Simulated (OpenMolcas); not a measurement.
## Predicting a hybrid from its neighbours: BGeSiH4F

The species is BGeSiH4F (8 atoms), meant as a singlet with charge 0. As SMILES, `F[SiH]1[BH][GeH2]1`. Geometry: relaxed at PBE0-D4/def2-TZVP.

The dipole moment y, in D, basis def2-SVP; a is the functional's share of exact exchange. Programs: OpenMolcas 26.06.

```
functional     program     a  y (D)
      TPSS  OpenMolcas     0   1.46
    r2SCAN  OpenMolcas     0   1.60
     B3LYP  OpenMolcas   0.2   1.57
      PBE0  OpenMolcas  0.25      ?
     BHLYP  OpenMolcas   0.5   1.84
```

Task: Fit y = c + s·a to the known rows and predict PBE0.

Result: 
1. Means of the 4 rows: a = 0.1750, y = 1.618.
2. Σ(Δa)² = 0.1675, Σ(Δa·Δy) = 0.10175, so the slope is 0.10175/0.1675 = 0.60746.
3. Intercept: 1.618 − (0.60746) × 0.1750 = 1.512. The largest residual of the fit is 0.089.
4. PBE0: 1.512 + (0.60746) × 0.25 = 1.66 D.

The run gave 1.75 D, so the prediction is off by -0.09 D, about the largest residual. More exact exchange makes the molecule more polar here. The rows mix families of semi-local functionals, which the line can't see.

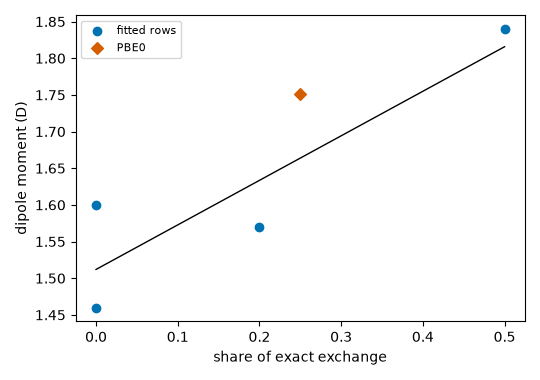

The fitted line, with the withheld row.
